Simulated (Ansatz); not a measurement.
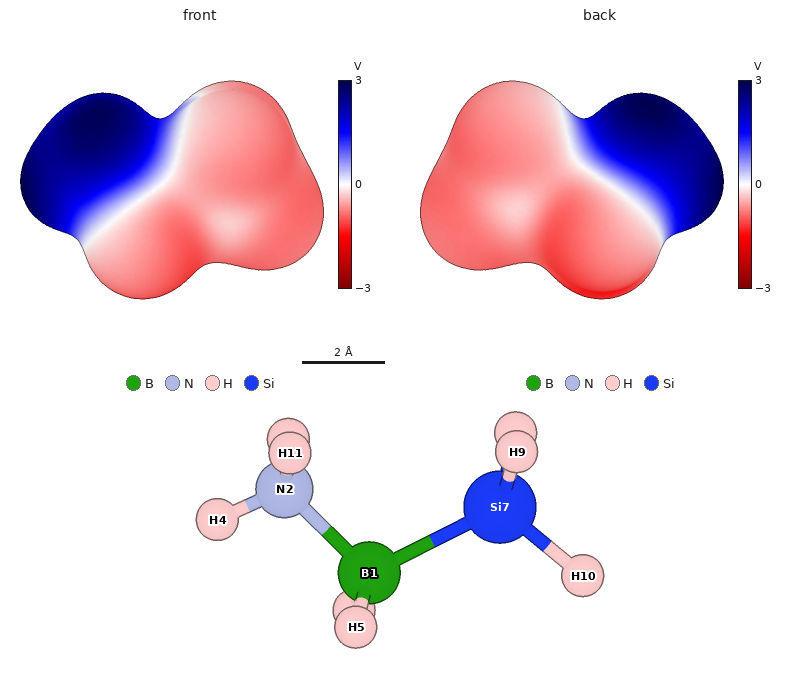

*BH8NSi. The electrostatic potential painted on the density surface at 0.002 e/bohr³, seen from the front and from behind; the colour scale runs from red (negative) to blue (positive). The bare structure is drawn below in the same view.*

Theory: RKS B3LYP-D4/6-31G* in Ansatz 0.2.0.

```
atom    x (Å)    y (Å)    z (Å)
   B   0.1461   0.4507   0.4033
   N  -0.1321  -0.1489   1.9244
   H  -1.1087  -0.0365   2.2011
   H   0.0874  -1.1455   1.9673
   H   1.3194   0.2419   0.1977
   H  -0.5764  -0.1940  -0.3213
  Si  -0.3063   2.4300   0.4022
   H  -1.7348   2.7296   0.7693
   H   0.4881   3.2339   1.3966
   H  -0.0824   3.0888  -0.9196
   H   0.4408   0.3232   2.6259
```

Q: Describe the electrostatic potential map.

A: The most negative region (about −1.3 V) lies over H5, the most positive (about +2.9 V) over H3, H4 and H11.
